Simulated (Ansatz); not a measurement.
# [CF3]+ (SMILES F[C+](F)F): r2SCAN/STO-3G

What is the vertical electron affinity of [CF3]+ at r2SCAN/STO-3G? 

The calculation is run with Ansatz 0.2.0.

5 further runs of the same task are left out: 5 that didn't finish.

**1. Starting point**

The species is [CF3]+ (4 atoms), meant as a singlet with charge +1. As SMILES, `F[C+](F)F`. The coordinates come from a PBE0-D4/def2-TZVP relaxation.

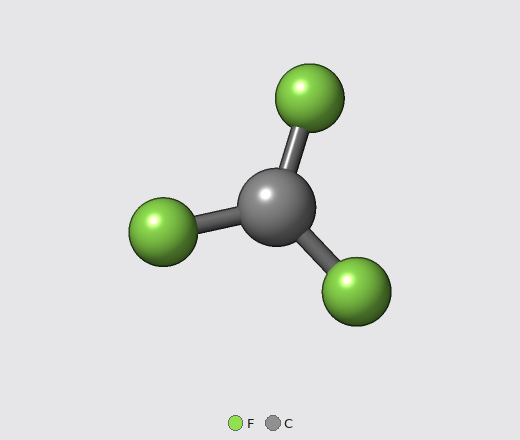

Viewed from a chosen angle; fluorine green, carbon grey.

**2. A single-point energy at r2SCAN/STO-3G**

File molecule.yaml:

```yaml
crystal:
  periodic: [false, false, false]
  atoms:
    - {symbol: F, position_ang: [0.698600, -0.114600, 1.005400]}
    - {symbol: C, position_ang: [0.000000, 0.000000, -0.000000]}
    - {symbol: F, position_ang: [-0.609500, -0.973400, -0.439400]}
    - {symbol: F, position_ang: [-0.089000, 1.088000, -0.566000]}
basis:
  gaussian:
    orbitals: STO-3G
total_charge: 1
hamiltonian:
  xc: r2scan
accuracy: high
```

On the command line:

```
ansatz run molecule.yaml --threads 1 --pin off --max-ram 2610MiB --events-out events.jsonl --progress --plain --runs-dir runs
```

What it wrote:

```text
Warning: RAYON_NUM_THREADS=1 ignored (pool sized by the plan → 1); use --threads N
Functional definition: r2SCAN
  name "r2SCAN"
  parameter k0 = 0.174
  parameter k1 = 0.065
  parameter a1 = 4.9479
  exchange = r2scan_x(k0 = k0, k1 = k1, a1 = a1)
  correlation = r2scan_c
369 factors; integrals over basis functions are off by at most 3.3e-8 eV
mean field evaluation 1: about -9043.3642 eV, gradient 2.8e1 eV
mean field evaluation 2: about -9042.0869 eV, gradient 3.7e1 eV
mean field evaluation 4: about -9045.6909 eV, gradient 2.1e-1 eV
mean field evaluation 8: about -9045.6143 eV, gradient 9.3e-4 eV
mean field evaluation 16: about -9045.6143 eV, gradient 1.7e-8 eV
mean field -9045.61427076 eV, -332.4201931129 hartree, gradient 1.7e-8 eV, S^2 0.000000; 0 other end points of the search recorded, 0 dependent functions left out
reference -9045.61427089 eV, -332.4201931177 hartree; 16, 16 occupied and 4, 4 virtual orbitals, 369 factors
Total energy: -9045.61427089 eV, -332.4201931177 hartree
```

Wall time 2.3 s (1 thread of Arm Neoverse V2, shared host); peak memory 0.13 GiB.

**3. Doublet neutral CF3 at the same level**

File in.yaml:

```yaml
crystal:
  periodic: [false, false, false]
  atoms:
    - {symbol: F, position_ang: [0.698600, -0.114600, 1.005400]}
    - {symbol: C, position_ang: [0.000000, 0.000000, -0.000000]}
    - {symbol: F, position_ang: [-0.609500, -0.973400, -0.439400]}
    - {symbol: F, position_ang: [-0.089000, 1.088000, -0.566000]}
basis:
  gaussian:
    orbitals: STO-3G
accuracy: high
hamiltonian:
  xc: {name: r2SCAN}
magnetization:
  spin_polarized: true
  initial_magnetization: 1
```

On the command line:

```
ansatz run in.yaml --threads 1 --pin off --max-ram 2610MiB --events-out events.jsonl --progress --plain --runs-dir runs
```

What it wrote, shortened:

```text
Warning: RAYON_NUM_THREADS=1 ignored (pool sized by the plan → 1); use --threads N
[... 7 set-up lines as earlier in the session ...]
369 factors; integrals over basis functions are off by at most 3.3e-8 eV
mean field evaluation 1: about -9049.2190 eV, gradient 8.0e0 eV
mean field evaluation 2: about -9049.3866 eV, gradient 6.5e0 eV
mean field evaluation 4: about -9049.6148 eV, gradient 6.2e-2 eV
mean field evaluation 8: about -9049.5481 eV, gradient 2.7e-3 eV
mean field evaluation 16: about -9049.5481 eV, gradient 1.6e-8 eV
mean field -9049.54814317 eV, -332.5647602573 hartree, gradient 1.6e-8 eV, S^2 0.751260; 0 other end points of the search recorded, 0 dependent functions left out
reference -9049.54814338 eV, -332.5647602653 hartree; 17, 16 occupied and 3, 4 virtual orbitals, 369 factors
Total energy: -9049.54814338 eV, -332.5647602653 hartree
```

Wall time 4.5 s (1 thread of Arm Neoverse V2, shared host); peak memory 0.22 GiB.

**4. Summary of results**

At r2SCAN/STO-3G:

```
                                           quantity          value
                       singlet [CF3]+: total energy  -332.42019 Eh
                  doublet neutral CF3: total energy  -332.56476 Eh
                          doublet neutral CF3: ⟨S²⟩          0.751
vertical electron affinity (to the doublet neutral)       3.934 eV
```

**Reading.** At fixed nuclei the extra electron is bound by 3.93 eV (91 kcal/mol). In a minimal basis such a difference can be off by several eV, whatever the method.
